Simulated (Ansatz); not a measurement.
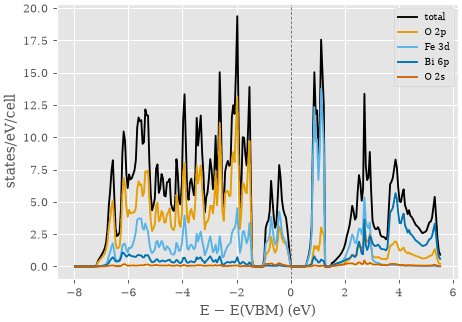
Figure: Total and projected density of states of FeBiO3 in space group R3m (No. 160; Fe on 3a, Bi on 3a, O on 9b), PBEsol (plane waves, PAW; program Ansatz)

Task: Which orbitals carry the states next to the gap?

Result: Top 1 eV of the valence band: Fe 3d 55 %, O 2p 38 %. Bottom 1 eV of the conduction band: Fe 3d 80 %, O 2p 14 %. Projections are on Löwdin-orthogonalised atomic valence shells; empty p or d shells of many metals are not among them.

Task: Where is the tallest occupied peak in this window, and what makes it?

Result: Near -2.0 eV, about 19 states/eV per cell; the largest projected share is O 2p.

The workflow started from a Materials Project entry (that database holds measured and hypothetical structures alike); the Crystallography Open Database copy checked does not list it. It is not the phase usual at ambient conditions (space group No. 161). The cell was relaxed with PBEsol under the symmetry of its start, as lowered by the spin order. At this level the phase is dynamically unstable (imaginary phonons). The final state is antiferromagnetic, chosen from 5 collinear starts compared on coarse meshes (ties went to the first, and starts can fall back to one state), not a proven ground state. No Hubbard U is applied. Spin–orbit coupling is left out wherever it is not named.

Potentials: the earlier of the program's two PAW sets. The files were generated under PBE; for other functionals the program regenerates the frozen cores, and for LDA and PBEsol the local potential too.
